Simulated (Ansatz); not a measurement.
Abstraction of H: C2H6Sn + SiF3 → C2H5Sn + SiHF3

Gas-phase species: C2H6Sn `C=[CH][SnH3]`, singlet; SiF3 (trifluorosilyl) `F[Si](F)F`, doublet; C2H5Sn `C=[CH][SnH2]`, doublet; SiHF3 `F[SiH](F)F`, singlet. A radical takes H: the energy is the difference in strength between the Sn–H bond broken and the Si–H bond made.

Shapes, held fixed at every level: PBE0-D4/def2-TZVP. Flexible molecules stand in one conformer, not always the lowest. Programs: Ansatz 0.2.0. The zero-point and thermal change to 298 K, harmonic and unscaled (PBE0-D4/def2-TZVP), is +3.2 kJ/mol.

```csv
level,kind,ΔH(298 K) (kJ/mol),less CCSD(T)/def2-TZVPP
MP2/def2-TZVPP,perturbation theory,-89.0,+13.8
r2SCAN-D4/def2-TZVPP,meta-GGA,-98.4,+4.4
B3LYP-D4/def2-TZVPP,global hybrid,-103.9,-1.1
wB97M-V/def2-TZVPP,range-separated hybrid,-109.9,-7.1
wB97X-V/def2-TZVPP,range-separated hybrid,-99.5,+3.3
B2PLYP/def2-TZVPP,double hybrid,-103.6,-0.8
CCSD/def2-SVP,coupled cluster or CI,-109.6,-6.8
CCSD(T)/def2-TZVPP,coupled cluster or CI,-102.8,0.0
```

The highest level, CCSD(T)/def2-TZVPP, gives ΔH(298 K) = -102.8 kJ/mol; the levels span -109.9 to -89.0. The column of differences is taken from that level and isn't an error. No measured value is set beside it here. Spin contamination: C2H5Sn (⟨S²⟩ up to 0.83). Open shells run unrestricted. For atoms past krypton def2 sets carry core potentials with scalar relativity. Outer-core shells of Sn are correlated, in sets that cover them unevenly.

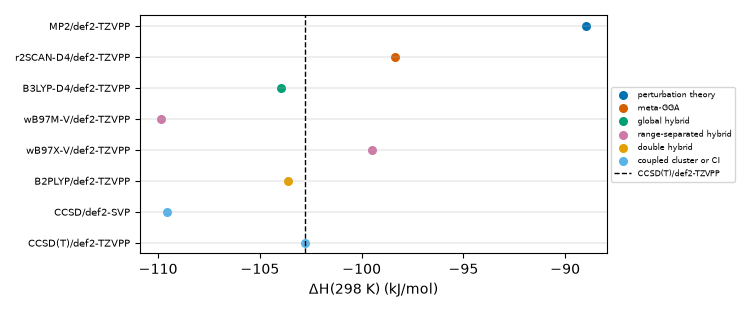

The values of the table, level by level.
